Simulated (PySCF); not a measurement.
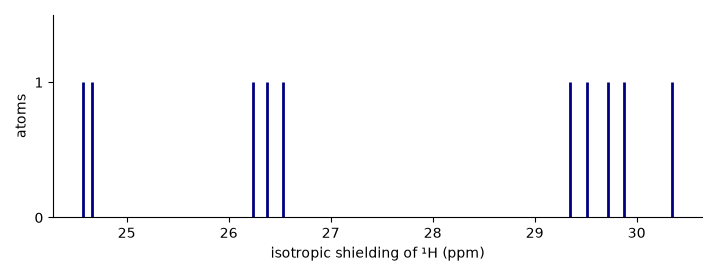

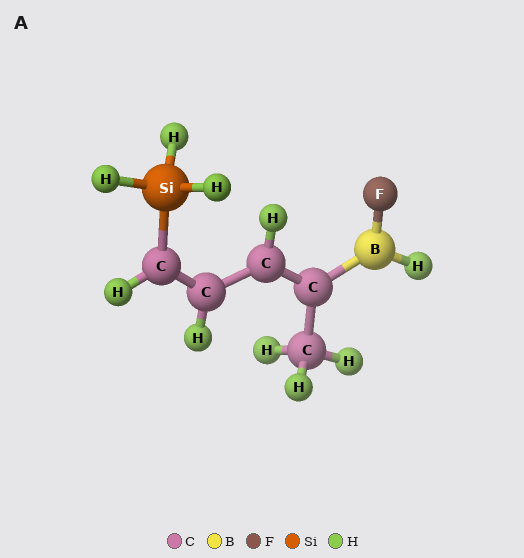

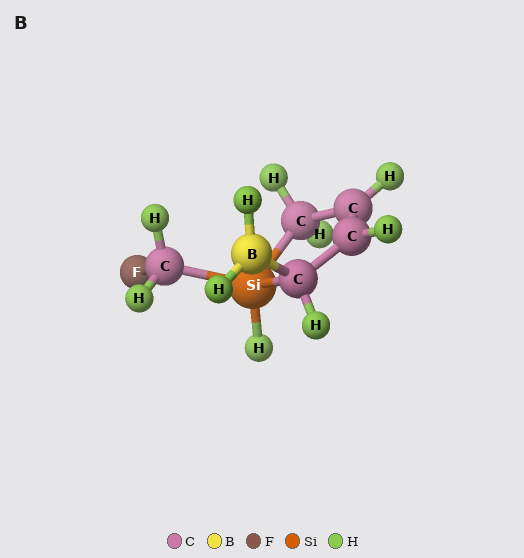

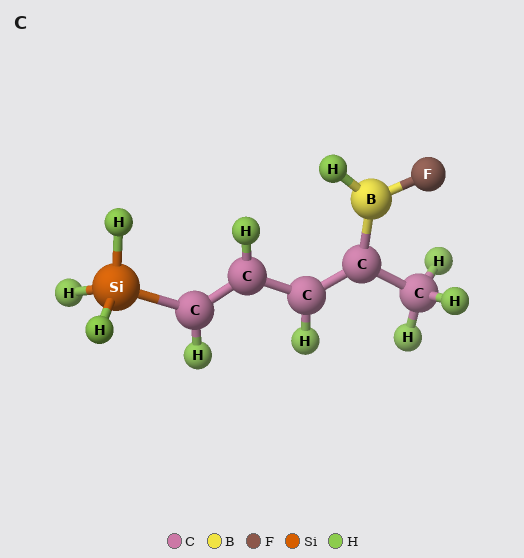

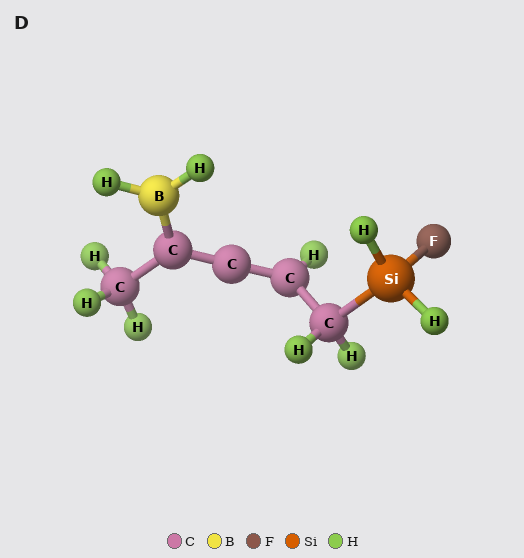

The sticks are computed shieldings of one of the molecules, for one fixed geometry (GFN2-xTB) without averaging over rotations. Low shielding means a high chemical shift. Method: GIAO PBE0/pcSseg-1 NMR shielding, non-relativistic, gas phase (PySCF 2.14.0).

Which molecule gives this pattern?

D, `BC(C)=C=CC[SiH2]F`. Its 10 H atoms give lines at 24.57, 24.66, 26.24, 26.37, 26.53, 29.34, 29.51, 29.72, 29.88, 30.35 ppm.

The geometry is semi-empirical. Around B, Si such bond lengths and angles can be off by a tenth of an ångström or more and by several degrees, and values that hang on the shape move with them.
